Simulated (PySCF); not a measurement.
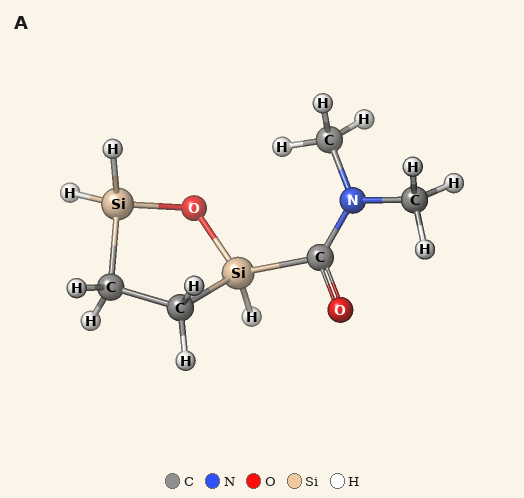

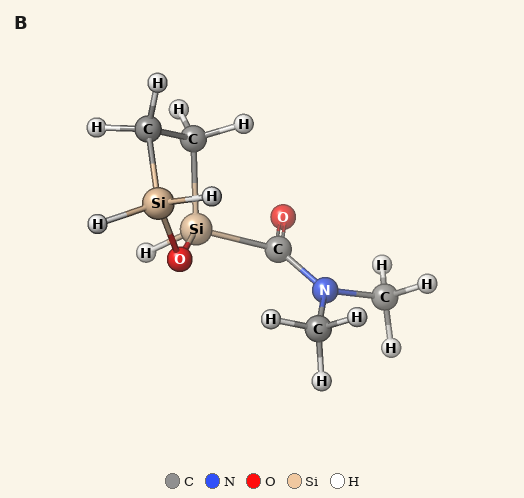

Distant atoms are faded towards the background colour. The geometry was computed by an optimisation with PBE0-D3(BJ)/def2-SVP. No frequency run is at hand to confirm it as a minimum.

Question: Can A be turned into B by a rotation alone?

Answer: No. They are enantiomers, mirror images that no rotation superimposes: A is CN(C)C(=O)[Si@H]1CC[SiH2]O1 (R), B is CN(C)C(=O)[Si@@H]1CC[SiH2]O1 (S). Their energies are equal.
